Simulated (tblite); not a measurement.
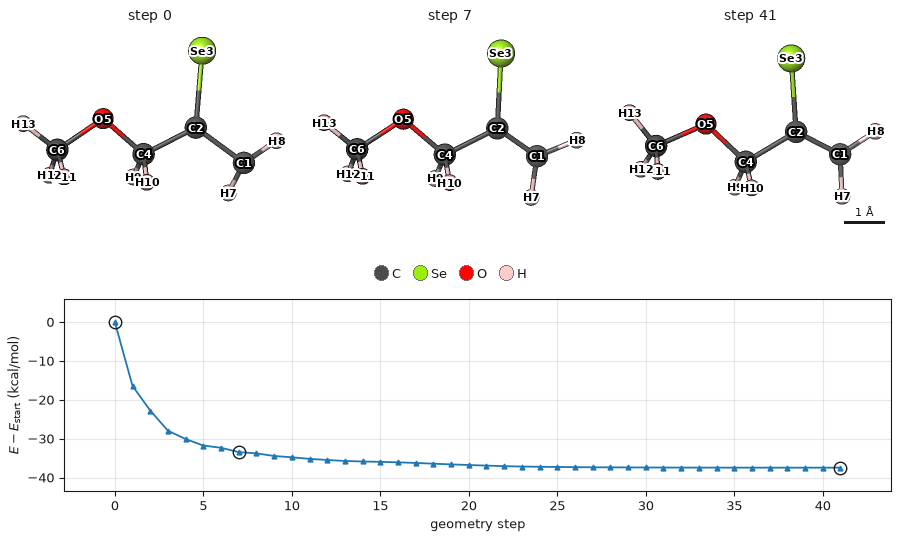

Frames of a relaxation of C4H7OSe (multiplicity 2), marked on the history of the run. A ball-and-stick model, seen at a tilt.

Level of theory: tblite, GFN2-xTB geometry optimisation, gas phase. 

### Describe the path.

The energy falls by 37.4 kcal/mol in 41 geometry steps. The atom that moves furthest after the best rigid fit is H7 (0.42 Å). Largest moves by element: H 0.42 Å, Se 0.40 Å, C 0.38 Å, O 0.17 Å. Some distances before and after: Se3–O5 3.053 → 2.711 Å, C1–C2 1.527 → 1.330 Å, C2–Se3 1.939 → 1.888 Å, C1–H7 1.124 → 1.078 Å. Among the angles between lasting bonds that change: C2–C1–H7 103.7° → 121.4°, C2–C1–H8 112.1° → 121.5°, H7–C1–H8 108.2° → 117.1°. The run took 0.23 s on 1 thread of Arm Neoverse V1, on a shared host. From step 0 to 7: C1 moves most (0.38 Å), energy −33.4 kcal/mol. From step 7 to 41: Se3 moves most (0.31 Å), energy −4.00 kcal/mol.

```tsv
step	E − E(0), kcal/mol
0	0.00
1	-16.43
2	-22.75
3	-27.93
4	-30.07
5	-31.75
6	-32.32
7	-33.44
8	-33.76
9	-34.43
10	-34.77
12	-35.46
13	-35.72
15	-35.94
17	-36.23
18	-36.42
20	-36.76
21	-36.91
23	-37.15
25	-37.26
26	-37.31
28	-37.36
30	-37.39
31	-37.41
33	-37.43
34	-37.43
36	-37.44
38	-37.44
39	-37.44
41	-37.44
```
